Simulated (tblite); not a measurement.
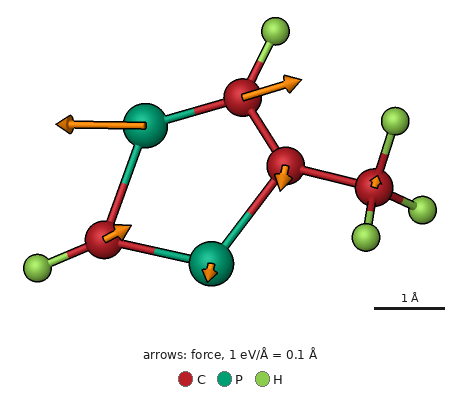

Starting geometry of C4H5P2 (charge −1) with the computed forces as orange arrows. A ball-and-stick model, seen at a tilt.

Theory: GFN2-xTB geometry optimisation, gas phase in tblite 0.8.0. 

Is this structure relaxed? If not, where do the atoms go?

It isn't relaxed: the largest force vector, on a P atom, is 14.42 eV/Å. The final displacements follow the starting forces only in part (cosine between the two patterns 0.47). The atom that moves furthest after the best rigid fit is a P atom (0.31 Å). By element the largest moves are P 0.31 Å, C 0.28 Å, H 0.25 Å. Among the contacts that change: P–P 2.530 → 2.972 Å, C–P 1.539 → 1.744 Å, C–P 1.809 → 1.727 Å, C–H 1.120 → 1.092 Å. Among the angles between lasting bonds that change: P–C–P 89.1° → 118.8°, C–P–C 119.2° → 93.2°, P–C–H 144.2° → 120.4°. After 27 geometry steps the energy has fallen by 3.275 eV. The run took 0.23 s on 1 thread of Arm Neoverse N1 (shared host).
